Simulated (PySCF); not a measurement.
# C3H8B2NP: the cost of one run

The runs use PySCF 2.14.0, with density-fitted response routines of our own; the level of theory stands in each step. All values are computed, except where a source is named. Atoms are numbered from 0 throughout.

## 1. Starting geometry

15 atoms, charge 0, multiplicity 1; geometry from: GFN2-xTB.

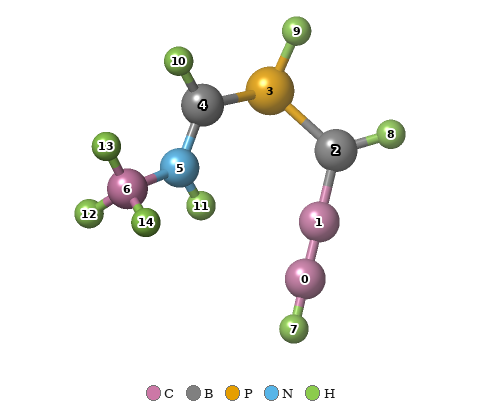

As it starts; carbon pink, boron grey, phosphorus amber, nitrogen blue, hydrogen green, atoms numbered; sticks join atoms by distance.

## 2. TDDFT and polarisability: B3LYP/def2-SVPD

The job: settings as JSON, then the geometry in Å.

```
{"job": {"kind": "uv", "xc": "B3LYP", "basis": "def2-SVPD", "nstates": 8, "ntriplets": 3}, "charge": 0, "multiplicity": 1}
C      2.476977    -1.231972     0.427052
C      2.253233    -0.054057     0.288263
B      1.948830     1.413085     0.124240
P      0.515913     1.916536    -0.894358
B     -1.023126     0.926894    -0.478180
N     -0.924719    -0.442895    -0.352043
C     -1.984207    -1.381942    -0.069282
H      2.689228    -2.254979     0.553722
H      2.687402     2.213131     0.561006
H      0.231480     3.217429    -0.532724
H     -2.063398     1.456717    -0.376776
H     -0.019530    -0.891680    -0.425084
H     -2.062883    -2.129921    -0.863162
H     -2.928893    -0.847267     0.002984
H     -1.800721    -1.901091     0.875706
```

With the program's defaults for keys left out, this is: TDDFT B3LYP/def2-SVPD, vertical, gas phase, core orbitals frozen in the response.

The run is started by

```sh
$ OMP_NUM_THREADS=1 python probes_run.py task.json out
```

This one command runs all jobs of the session in turn.

**Question.** How long does this job take on 1 thread of Intel Xeon at 2.50GHz, shared host, and how much memory does it need?

About 93 s, with a peak of 0.82 GiB.
